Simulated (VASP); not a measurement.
Band structure of PdPt3 (ordered alloy cell). Calculation: PBEsol GGA, VASP's PBE PAW potentials (set 64) (plane waves; VASP).

Unless said otherwise, spin-orbit coupling is left out, though it shifts the bands of the heavy elements here.

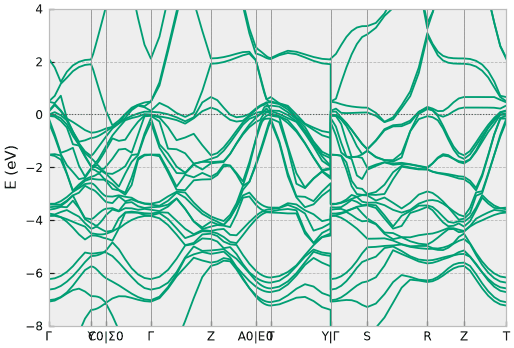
*Bands along high-symmetry lines, zero at the valence-band maximum or, without a gap, the Fermi level*

Q: Read the plot: is there a gap, and where are the band edges?

A: It has no gap at this level: it comes out as a metal or semimetal. (Edges off the drawn lines would not show.)

The structure was generated: PdPt3 was put into an ordered model structure (Cmmm), which need not be its known phase. It was relaxed first.
